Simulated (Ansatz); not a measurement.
The starting structures come from a database of crystals and need not be the phases stable at ambient conditions.

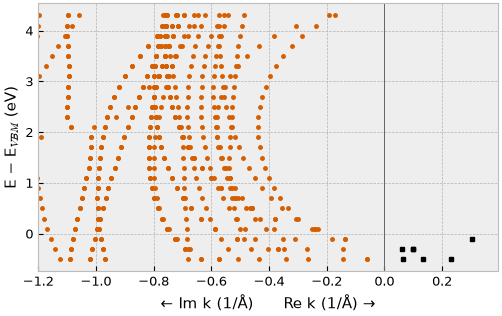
Complex bands at the centre of the two-dimensional zone; r2SCAN in Ansatz (a first-principles code)

No gap correction and no spin-orbit coupling; mid-gap values are interpolated between computed energies.

### Question
This is KNaLaTaO5 (P4/nmm, not sure to be the ambient phase, 18 atoms a cell, 15.9 Å³ an atom, -3 GPa at this level) along the normal of (100). Read off the slowest decay at the centre of the two-dimensional zone at 2.10 eV, the computed energy nearest the middle of the gap.

### Answer
κ ≈ 0.44 1/Å, a decay length 1/(2κ) of the density of 1.1 Å.
